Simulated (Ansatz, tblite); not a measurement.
# W(NH)2(NH2)2 (WN4H6): removing and adding an electron

Aim: the energy of removing and adding an electron for W(NH)2(NH2)2 (WN4H6), by energy differences, and how well orbital energies stand in for it.

Program: Ansatz 0.2.0, Gaussian basis. Level of theory: as each input shows. These are calculated values, not measurements.

The runs, in order: charge +1 doublet, at the geometry of the singlet (PBE0-D4/def2-TZVP, PBE-D4/def2-TZVP, r2SCAN-D4/def2-TZVP); charge -1 doublet, at the geometry of the singlet (PBE0-D4/def2-TZVPD, PBE-D4/def2-TZVPD, r2SCAN-D4/def2-TZVPD); the starting singlet's energies come from earlier runs.

### 1 The relaxed structure

The geometry is that of the singlet, from an earlier relaxation (PBE-D4/def2-SVP).

11 atoms, charge 0, spin multiplicity 1.

Atoms are counted from 1 here; the program's logs count them from 0.

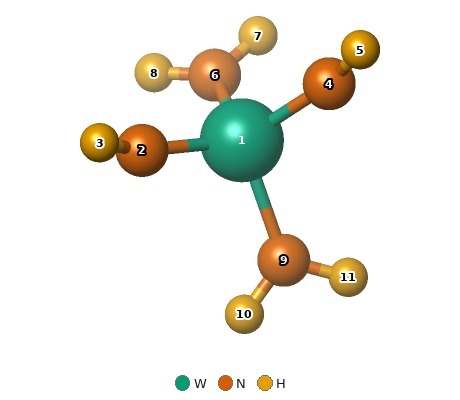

The structure; tungsten teal, nitrogen orange, hydrogen amber; atoms are numbered from 1 in the order of the file.

Formally the metal is d0. W takes a core potential in the def2 sets. No spin-orbit coupling is included.

### 2 Charge +1 doublet at the fixed geometry, first pass, PBE0-D4/def2-SVP

in.yaml reads:

```yaml
crystal:
  periodic: [false, false, false]
  atoms:
    - {symbol: W, position_ang: [0.174207, -0.000889, 0.123062]}
    - {symbol: N, position_ang: [0.051951, 0.018316, 1.896241]}
    - {symbol: H, position_ang: [0.385538, 0.023660, 2.863763]}
    - {symbol: N, position_ang: [1.804432, -0.027386, -0.584810]}
    - {symbol: H, position_ang: [2.827750, -0.039253, -0.594051]}
    - {symbol: N, position_ang: [-0.696671, 1.647429, -0.521648]}
    - {symbol: H, position_ang: [-0.441897, 2.138077, -1.382600]}
    - {symbol: H, position_ang: [-1.413655, 2.163524, -0.005434]}
    - {symbol: N, position_ang: [-0.735257, -1.640461, -0.489852]}
    - {symbol: H, position_ang: [-1.464672, -2.128801, 0.035838]}
    - {symbol: H, position_ang: [-0.491747, -2.154226, -1.340520]}
basis:
  gaussian: {orbitals: def2-SVP}
total_charge: 1
magnetization: {spin_polarized: true, initial_magnetization: 1}
hamiltonian: {xc: pbe0, dispersion: d4}
output: {orbitals: {seedname: orbitals}}
```

The run is started by

```
$ ansatz run in.yaml --threads 4 --pin off --events-out ev --progress --plain --max-ram 3916MiB
```

Standard output:

```text
Functional definition: PBE0
  name "PBE0"
  cite "Adamo & Barone, J. Chem. Phys. 110, 6158 (1999) doi:10.1063/1.478522"
  cite "Perdew, Burke & Ernzerhof, Phys. Rev. Lett. 77, 3865 (1996) doi:10.1103/PhysRevLett.77.3865"
  parent pbe
  parameter a = 0.25
  parameter kappa = 0.804
  parameter beta = 0.06672455060314922
  exchange = (1 - a)*pbe_x(kappa = kappa, mu = beta*pi^2/3) + a*exact_x
  correlation = pbe_c(beta = beta)
1383 factors; their error is unknown
mean field evaluation 1: about -7843.2879 eV, gradient 7.5e1 eV
mean field evaluation 2: about -7762.3067 eV, gradient 1.5e2 eV
mean field evaluation 4: about -7864.5751 eV, gradient 1.7e1 eV
mean field evaluation 8: about -7865.8517 eV, gradient 1.7e-1 eV
mean field evaluation 16: about -7865.8934 eV, gradient 1.5e-2 eV
mean field evaluation 32: about -7865.0537 eV, gradient 6.4e0 eV
mean field -7865.89342715 eV, -289.0662517537 hartree, gradient 1.5e-5 eV, S^2 0.811983; 4 other end points of the search recorded, 0 dependent functions left out
reference -7865.89348263 eV, -289.0662537926 hartree; 24, 23 occupied and 94, 95 virtual orbitals, 1383 factors
Total energy: -7866.09402520 eV, -289.0736235962 hartree
```

It took 5.5 s on 4 threads of Arm Neoverse V2, shared host.

From the report: HOMO -12.71 eV, LUMO -10.26 eV (over both spins); ⟨S²⟩ 0.812 (pure: 0.75).

### 3 Charge +1 doublet at the fixed geometry, PBE0-D4/def2-TZVP

start.molden holds the orbitals of an earlier run on this state, given as this run's starting guess.

in.yaml: that of step 2 with these lines changed.

```diff
@@ -15,3 +15,3 @@
 basis:
-  gaussian: {orbitals: def2-SVP}
+  gaussian: {orbitals: def2-TZVP, initial_orbitals: start.molden}
 total_charge: 1
@@ -19,2 +19,3 @@
 hamiltonian: {xc: pbe0, dispersion: d4}
+scf: {omitted_lower_state_checks: [starts]}
 output: {orbitals: {seedname: orbitals}}
```

Launched as before.

Standard output:

```text
Functional definition: PBE0
  name "PBE0"
  cite "Adamo & Barone, J. Chem. Phys. 110, 6158 (1999) doi:10.1063/1.478522"
  cite "Perdew, Burke & Ernzerhof, Phys. Rev. Lett. 77, 3865 (1996) doi:10.1103/PhysRevLett.77.3865"
  parent pbe
  parameter a = 0.25
  parameter kappa = 0.804
  parameter beta = 0.06672455060314922
  exchange = (1 - a)*pbe_x(kappa = kappa, mu = beta*pi^2/3) + a*exact_x
  correlation = pbe_c(beta = beta)
these checks for a lower state are left out or cut short: starts
1284 factors; their error is unknown
mean field evaluation 1: about -7869.9396 eV, gradient 1.0e2 eV
mean field evaluation 2: about -7873.3660 eV, gradient 3.6e0 eV
mean field evaluation 4: about -7873.4264 eV, gradient 2.6e-1 eV
mean field evaluation 8: about -7873.4266 eV, gradient 2.4e-5 eV
mean field -7873.42658580 eV, -289.3430902279 hartree, gradient 5.7e-5 eV, S^2 0.814423; 0 other end points of the search recorded, 0 dependent functions left out
reference -7873.42661455 eV, -289.3430912846 hartree; 24, 23 occupied and 176, 177 virtual orbitals, 1284 factors
Total energy: -7873.62715713 eV, -289.3504610882 hartree
Checks for a lower state left out: starts
```

Run time: 7 s. Hardware: 4 threads of Arm Neoverse V2, shared host; peak memory 0.6 GiB.

From the report: HOMO -12.76 eV, LUMO -10.25 eV (over both spins); ⟨S²⟩ 0.814 (pure: 0.75).

### 4 Charge +1 doublet at the fixed geometry, PBE-D4/def2-TZVP

in.yaml: that of step 3 with these lines changed.

```diff
@@ -18,3 +18,3 @@
 magnetization: {spin_polarized: true, initial_magnetization: 1}
-hamiltonian: {xc: pbe0, dispersion: d4}
+hamiltonian: {xc: pbe, dispersion: d4}
 scf: {omitted_lower_state_checks: [starts]}
```

Launched as before.

Standard output:

```text
Functional definition: PBE
  name "PBE"
  cite "Perdew, Burke & Ernzerhof, Phys. Rev. Lett. 77, 3865 (1996) doi:10.1103/PhysRevLett.77.3865"
  parent pbe
  parameter kappa = 0.804
  parameter beta = 0.06672455060314922
  exchange = pbe_x(kappa = kappa, mu = beta*pi^2/3)
  correlation = pbe_c(beta = beta)
these checks for a lower state are left out or cut short: starts
1208 factors; their error is unknown
mean field evaluation 1: about -7875.4012 eV, gradient 7.1e0 eV
mean field evaluation 2: about -7875.5777 eV, gradient 2.4e-1 eV
mean field evaluation 4: about -7875.5513 eV, gradient 3.5e-3 eV
mean field -7875.55133567 eV, -289.4211733456 hartree, gradient 5.5e-5 eV, S^2 0.764429; 0 other end points of the search recorded, 0 dependent functions left out
reference -7875.55137506 eV, -289.4211747931 hartree; 24, 23 occupied and 176, 177 virtual orbitals, 1208 factors
Total energy: -7875.78648615 eV, -289.4298149660 hartree
Checks for a lower state left out: starts
```

Run time: 3.9 s. Hardware: 4 threads of Arm Neoverse V2, shared host.

HOMO -11.73 eV, LUMO -10.93 eV (over both spins); ⟨S²⟩ 0.764 (pure: 0.75).

### 5 Charge +1 doublet at the fixed geometry, r2SCAN-D4/def2-TZVP

in.yaml: that of step 4 with these lines changed.

```diff
@@ -18,3 +18,3 @@
 magnetization: {spin_polarized: true, initial_magnetization: 1}
-hamiltonian: {xc: pbe, dispersion: d4}
+hamiltonian: {xc: r2scan, dispersion: d4}
 scf: {omitted_lower_state_checks: [starts]}
```

The command is unchanged.

Standard output:

```text
Functional definition: r2SCAN
  name "r2SCAN"
  cite "Furness, Kaplan, Ning, Perdew & Sun, J. Phys. Chem. Lett. 11, 8208 (2020) doi:10.1021/acs.jpclett.0c02405"
  cite "Furness, Kaplan, Ning, Perdew & Sun, J. Phys. Chem. Lett. 11, 9248 (2020) doi:10.1021/acs.jpclett.0c03077"
  parent r2scan
  parameter k0 = 0.174
  parameter k1 = 0.065
  parameter a1 = 4.9479
  exchange = r2scan_x(k0 = k0, k1 = k1, a1 = a1)
  correlation = r2scan_c
these checks for a lower state are left out or cut short: starts
1208 factors; their error is unknown
mean field evaluation 1: about -7878.8875 eV, gradient 3.8e0 eV
mean field evaluation 2: about -7878.9472 eV, gradient 6.8e-2 eV
mean field evaluation 4: about -7878.9295 eV, gradient 6.0e-4 eV
mean field -7878.92951557 eV, -289.5453191671 hartree, gradient 2.0e-5 eV, S^2 0.790894; 0 other end points of the search recorded, 0 dependent functions left out
reference -7878.92952816 eV, -289.5453196297 hartree; 24, 23 occupied and 176, 177 virtual orbitals, 1208 factors
Total energy: -7878.98681204 eV, -289.5474247733 hartree
Checks for a lower state left out: starts
```

Run time: 10 s. Hardware: 4 threads of Arm Neoverse V2, shared host.

Report: HOMO -11.88 eV, LUMO -10.85 eV (over both spins); ⟨S²⟩ 0.791 (pure: 0.75).

### 6 Vertical ionisation energy

Charged state less starting state, singlet to doublet; the starting state's energies are those of its earlier runs.

| level | vertical ionisation energy (eV) | time |
| --- | --- | --- |
| PBE-D4/def2-TZVP | +8.17 | 6 s |
| r2SCAN-D4/def2-TZVP | +8.26 | 14 s |
| PBE0-D4/def2-TZVP | +8.47 | 9.8 s |

Times add the two runs; a level without a time comes out of a correlated run.

Beside −ε(HOMO) of the starting state:

| level | −ε(HOMO) (eV) | by difference (eV) | mismatch (eV) |
| --- | --- | --- | --- |
| PBE-D4/def2-TZVP | 5.35 | 8.17 | -2.81 |
| r2SCAN-D4/def2-TZVP | 5.63 | 8.26 | -2.63 |
| PBE0-D4/def2-TZVP | 6.63 | 8.47 | -1.83 |

### 7 Charge -1 doublet at the fixed geometry, first pass, PBE0-D4/def2-SVP

in.yaml: that of step 5 with these lines changed.

```diff
@@ -15,7 +15,6 @@
 basis:
-  gaussian: {orbitals: def2-TZVP, initial_orbitals: start.molden}
-total_charge: 1
+  gaussian: {orbitals: def2-SVP}
+total_charge: -1
 magnetization: {spin_polarized: true, initial_magnetization: 1}
-hamiltonian: {xc: r2scan, dispersion: d4}
-scf: {omitted_lower_state_checks: [starts]}
+hamiltonian: {xc: pbe0, dispersion: d4}
 output: {orbitals: {seedname: orbitals}}
```

Same command.

Standard output, shortened:

```text
Functional definition: PBE0
  name "PBE0"
  cite "Adamo & Barone, J. Chem. Phys. 110, 6158 (1999) doi:10.1063/1.478522"
  cite "Perdew, Burke & Ernzerhof, Phys. Rev. Lett. 77, 3865 (1996) doi:10.1103/PhysRevLett.77.3865"
  parent pbe
[...]
1203 factors; integrals over basis functions are off by at most 8.3e-4 eV
[...]
mean field -7872.53402306 eV, -289.3102891521 hartree, gradient 3.2e-6 eV, S^2 0.754255; 7 other end points of the search recorded, 0 dependent functions left out
reference -7872.53407521 eV, -289.3102910685 hartree; 25, 24 occupied and 93, 94 virtual orbitals, 1203 factors
Total energy: -7872.78670224 eV, -289.3195749409 hartree
```

Run time: 25 s. Hardware: 4 threads of Arm Neoverse V2, shared host.

From the report: HOMO 3.53 eV, LUMO 5.10 eV (over both spins); ⟨S²⟩ 0.754 (pure: 0.75); the next solution that the search met lies 0.002 eV higher. Doubts: highest occupied level lies above zero.

### 8 Charge -1 doublet at the fixed geometry, PBE0-D4/def2-TZVPD

in.yaml: that of step 7 with these lines changed.

```diff
@@ -15,3 +15,3 @@
 basis:
-  gaussian: {orbitals: def2-SVP}
+  gaussian: {orbitals: def2-TZVPD, initial_orbitals: start.molden}
 total_charge: -1
@@ -19,2 +19,3 @@
 hamiltonian: {xc: pbe0, dispersion: d4}
+scf: {omitted_lower_state_checks: [starts]}
 output: {orbitals: {seedname: orbitals}}
```

Launched as before.

Standard output, shortened:

```text
Functional definition: PBE0
  name "PBE0"
  cite "Adamo & Barone, J. Chem. Phys. 110, 6158 (1999) doi:10.1063/1.478522"
  cite "Perdew, Burke & Ernzerhof, Phys. Rev. Lett. 77, 3865 (1996) doi:10.1103/PhysRevLett.77.3865"
  parent pbe
[...]
1438 factors; their error is unknown
[...]
mean field -7880.90734068 eV, -289.6180028992 hartree, gradient 5.3e-6 eV, S^2 0.752067; 0 other end points of the search recorded, 0 dependent functions left out
reference -7880.90739461 eV, -289.6180048810 hartree; 25, 24 occupied and 220, 221 virtual orbitals, 1438 factors
Total energy: -7881.16002165 eV, -289.6272887534 hartree
Checks for a lower state left out: starts
```

It took 27 s on 4 threads of Arm Neoverse V2, shared host; peak memory 1.2 GiB.

Report: HOMO 2.19 eV, LUMO 3.28 eV (over both spins); ⟨S²⟩ 0.752 (pure: 0.75). Doubts: highest occupied level lies above zero.

### 9 Charge -1 doublet at the fixed geometry, PBE-D4/def2-TZVPD

in.yaml: that of step 8 with these lines changed.

```diff
@@ -18,3 +18,3 @@
 magnetization: {spin_polarized: true, initial_magnetization: 1}
-hamiltonian: {xc: pbe0, dispersion: d4}
+hamiltonian: {xc: pbe, dispersion: d4}
 scf: {omitted_lower_state_checks: [starts]}
```

Same command.

Standard output:

```text
Functional definition: PBE
  name "PBE"
  cite "Perdew, Burke & Ernzerhof, Phys. Rev. Lett. 77, 3865 (1996) doi:10.1103/PhysRevLett.77.3865"
  parent pbe
  parameter kappa = 0.804
  parameter beta = 0.06672455060314922
  exchange = pbe_x(kappa = kappa, mu = beta*pi^2/3)
  correlation = pbe_c(beta = beta)
these checks for a lower state are left out or cut short: starts
1368 factors; their error is unknown
mean field evaluation 1: about -7882.7826 eV, gradient 7.2e0 eV
mean field evaluation 2: about -7882.9397 eV, gradient 1.9e-1 eV
mean field evaluation 4: about -7882.9025 eV, gradient 4.4e-2 eV
mean field evaluation 8: about -7882.9025 eV, gradient 7.0e-4 eV
mean field evaluation 16: about -7882.9025 eV, gradient 3.5e-5 eV
mean field -7882.90252284 eV, -289.6913244911 hartree, gradient 7.6e-6 eV, S^2 0.750636; 0 other end points of the search recorded, 0 dependent functions left out
reference -7882.90259409 eV, -289.6913271096 hartree; 25, 24 occupied and 220, 221 virtual orbitals, 1368 factors
Total energy: -7883.19832448 eV, -289.7021950008 hartree
Checks for a lower state left out: starts
```

It took 22 s on 4 threads of Arm Neoverse V2, shared host; peak memory 0.78 GiB.

Report: HOMO 2.48 eV, LUMO 2.63 eV (over both spins); ⟨S²⟩ 0.751 (pure: 0.75). Doubts: highest occupied level lies above zero.

### 10 Charge -1 doublet at the fixed geometry, r2SCAN-D4/def2-TZVPD

in.yaml: that of step 9 with these lines changed.

```diff
@@ -18,3 +18,3 @@
 magnetization: {spin_polarized: true, initial_magnetization: 1}
-hamiltonian: {xc: pbe, dispersion: d4}
+hamiltonian: {xc: r2scan, dispersion: d4}
 scf: {omitted_lower_state_checks: [starts]}
```

The command is unchanged.

Standard output, shortened:

```text
Functional definition: r2SCAN
  name "r2SCAN"
  cite "Furness, Kaplan, Ning, Perdew & Sun, J. Phys. Chem. Lett. 11, 8208 (2020) doi:10.1021/acs.jpclett.0c02405"
  cite "Furness, Kaplan, Ning, Perdew & Sun, J. Phys. Chem. Lett. 11, 9248 (2020) doi:10.1021/acs.jpclett.0c03077"
  parent r2scan
[...]
1368 factors; their error is unknown
[...]
mean field -7886.20363772 eV, -289.8126382254 hartree, gradient 5.5e-6 eV, S^2 0.752000; 0 other end points of the search recorded, 0 dependent functions left out
reference -7886.20368250 eV, -289.8126398711 hartree; 25, 24 occupied and 220, 221 virtual orbitals, 1368 factors
Total energy: -7886.27732829 eV, -289.8153463039 hartree
Checks for a lower state left out: starts
```

Run time: 45 s. Hardware: 4 threads of Arm Neoverse V2, shared host; peak memory 0.87 GiB.

HOMO 2.51 eV, LUMO 2.79 eV (over both spins); ⟨S²⟩ 0.752 (pure: 0.75). Doubts: highest occupied level lies above zero.

### 11 Vertical electron affinity

Starting state less charged state (positive: the electron is bound), singlet to doublet; the starting state's energies are those of its earlier runs.

| level | vertical electron affinity (eV) | time |
| --- | --- | --- |
| PBE-D4/def2-TZVPD | -0.86 | 25 s |
| r2SCAN-D4/def2-TZVPD | -1.04 | 51 s |
| PBE0-D4/def2-TZVPD | -1.02 | 31 s |

Times add the two runs; a level without a time comes out of a correlated run.

Beside −ε(LUMO) of the starting state:

| level | −ε(LUMO) (eV) | by difference (eV) | mismatch (eV) |
| --- | --- | --- | --- |
| PBE-D4/def2-TZVPD | 1.34 | -0.86 | +2.20 |
| r2SCAN-D4/def2-TZVPD | 1.17 | -1.04 | +2.21 |
| PBE0-D4/def2-TZVPD | 0.50 | -1.02 | +1.51 |

### 12 Results

```
                                             quantity                                   value
 vertical ionisation energy, functionals in def2-TZVP      8.17 (PBE-D4) to 8.47 eV (PBE0-D4)
vertical electron affinity, functionals in def2-TZVPD  -1.04 (r2SCAN-D4) to -0.86 eV (PBE-D4)
```

The vertical ionisation energy spans 8.17 to 8.47 eV over the functionals. −ε(HOMO) misses the level's own difference by -1.83 eV at best (PBE0-D4) and -2.81 eV at worst (PBE-D4). The vertical electron affinity spans -1.04 to -0.86 eV over the functionals. A negative affinity means an unbound electron, held by the basis alone. −ε(LUMO) misses the level's own difference by +1.51 eV at best (PBE0-D4) and +2.21 eV at worst (r2SCAN-D4). The charged states' spins were chosen beforehand and needn't be their lowest.
